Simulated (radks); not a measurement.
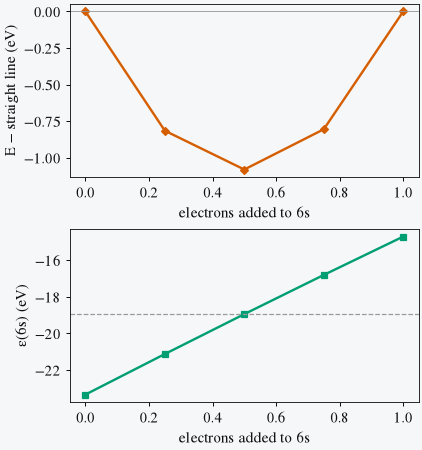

Computed with the in-house radial solver radks: scalar-relativistic Kohn-Sham, PBE, spin-unpolarised, spherical densities, finite nucleus. The occupation of the 6s shell is varied from Hg²⁺ ([Xe] 4f14 5d10) to Hg⁺ ([Xe] 4f14 5d10 6s1), with spherical fractional occupations. The plot shows the total energy less the straight line between the end points, and the eigenvalue of 6s (the dashed line is minus the energy to take the whole electron out).

**What does the shape say about the method?**

The curve is convex (below the straight line), with the largest deviation among the points computed, −1.08 eV, at 0.5. The end points differ by 19.0 eV, the energy to take the electron out. The eigenvalue, which is the slope of the energy (Janak's theorem), moves from −23.3 eV at 0 to −14.7 eV at 1; for a straight line it would stay constant, and a parabola would sag by an eighth of this change, scaled to a whole electron, 1.08 eV. Convexity is the delocalisation error: fractional charges are too low in energy.
